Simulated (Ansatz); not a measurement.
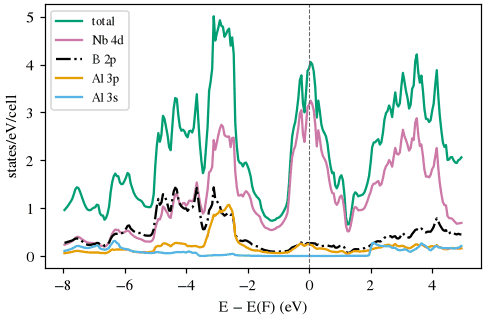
Fig. 1. Total and projected density of states of Nb$_{2}$AlB$_{2}$ in space group Cmmm (No. 65; Al on 2a, Nb on 4j, B on 4i), the program Ansatz at the PBEsol level (PAW)

Which orbitals carry the states next to the Fermi level?

Within 0.5 eV of the Fermi level: Nb 4d 80 %, B 2p 7 %, Al 3p 6 %. Projections are on Löwdin-orthogonalised atomic valence shells; empty p or d shells of many metals are not among them.

Where is the tallest occupied peak in this window, and what makes it?

Near -3.1 eV, about 5.0 states/eV per cell; the largest projected share is Nb 4d.

The start of the workflow was typed in or built on a structure type; neither database checked (COD, Materials Project) lists it. Whether it is the stable phase at ambient conditions was not checked. Symmetry was held in the PBEsol relaxation; its stability against distortions is not shown here. The run is not spin-polarised. Spin–orbit coupling is left out wherever it is not named.

Potentials: the later of the program's two PAW sets.
